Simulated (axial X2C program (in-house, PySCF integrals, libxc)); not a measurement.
**Relativistic diatomic calculation for Al₂⁺**

Al₂⁺. The reference is closed-shell Al₂; the roots are the vertical energies to take an electron from it, which leaves states of Al₂⁺. The distance is the PBE0 minimum at charge 0. Computed at this level: EOM-IP-CCSD, two-component X2C with atomic mean-field Coulomb and Gaunt terms, Al dyall-v3z (cores contracted) (axial X2C program (in-house, PySCF integrals, libxc)).

### The input
```
{"zs": [13, 13], "q": 1, "bas": ["dyall-v3z", "dyall-v3z"], "r0": 2.52, "eom": "ip", "rq": 0, "thr": -2.0, "nmax": 95, "grid": [1, 0.96, 1.045, 0.92, 1.09, 1.15]}
```

The line is the task of a batch: nuclear charges, charge, bases, a first guess of the distance and further settings. This report covers the levels named above. The log is that of the reference distance 2.488 Å.

Launched within a batch (the task file carries these settings):
```bash
python <driver script> task.json out
```

### The program's output
```
two-component X2C + atomic mean field  HF
basis functions 98  fitting functions 616  grid points 4364
iter        total energy     max residual
   1       -484.298030226     8.68e-01
   2       -484.563254095     2.94e-02
   3       -484.565511775     2.74e-03
   4       -484.565585366     4.64e-04
   5       -484.565591416     2.05e-04
   6       -484.565592794     5.51e-05
   7       -484.565592872     5.58e-06
   8       -484.565592874     2.21e-06
   9       -484.565592874     3.66e-07
converged
one-electron -745.98795322  Coulomb 261.78144402  exact exchange -36.24787692  xc functional 0.00000000  nuclear repulsion 35.94491505  atomic mean-field constant -0.05612180
correlated 6  virtual 142  natural virtual 94  E(MP2) -0.119578024  MP2 remainder -0.001033764
iter   CCSD correlation   residual
   1     -0.133703495   1.67e-01
   2     -0.142498279   9.25e-02
   3     -0.144497780   4.96e-02
   4     -0.145681984   3.22e-02
   5     -0.145951957   1.74e-02
   6     -0.145960281   6.70e-03
   7     -0.146044480   3.22e-03
   8     -0.146026142   1.72e-03
   9     -0.146025669   9.88e-04
  10     -0.146023803   5.18e-04
  11     -0.146028568   2.05e-04
  12     -0.146028105   9.10e-05
  13     -0.146029260   4.55e-05
  14     -0.146029385   1.56e-05
  15     -0.146029404   6.43e-06
(T) -0.0112793927662651  T1 0.0346  D1 0.0415  max T2 0.214
EOM-IP-CCSD roots
2*Omega      energy/Eh   energy/eV  one-particle weight
    1       0.28466467      7.7461      0.000
    1       0.28729298      7.8176      0.000
    1       0.33205610      9.0357      0.862
    1       0.37195456     10.1214      0.000
    3       0.23369536      6.3592      0.958
    3       0.35813950      9.7455      0.000
    3       0.36266838      9.8687      0.000
    5       0.34566654      9.4061      0.000
```

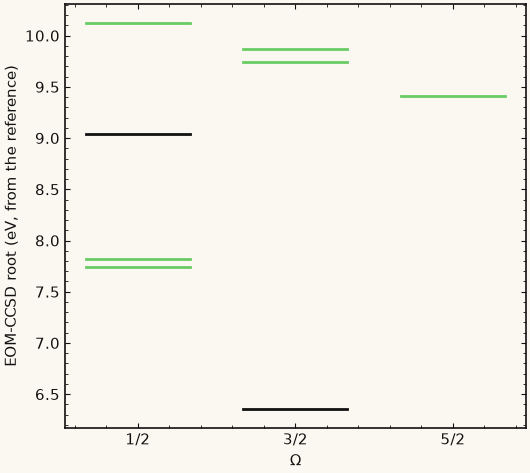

*EOM-CCSD roots by Ω at 2.49 Å; roots whose one-particle weight is under 0.8 have the second colour.*

The lowest has Ω = 3/2 and lies at 6.359 eV, with one-particle weight 0.96. 6 of the 8 roots are less well described at this level.

### Summary

```
                                                                                                         quantity                                                                 value
                                                                                                          outcome                                                             converged
                                                                                   HF energy of the reference Al₂                                                    −484.56559 hartree
                                                                                  MP2 energy of the reference Al₂                                                    −484.68517 hartree
CCSD energy of the reference Al₂ (with the MP2 share of the virtual spinors left out of the coupled-cluster step)                                                    −484.71266 hartree
                                                                              CCSD(T) energy of the reference Al₂                                                    −484.72394 hartree
                                         T1 diagnostic (spinor form; for a closed shell √2 times the usual value)                                                                 0.035
                                                                                                         hardware  1 thread of Arm Neoverse V1, 24 GiB of memory available, shared host
                                                                                                        wall time                                                                 2.1 s
                                                                                                      peak memory                                                              0.38 GiB
```
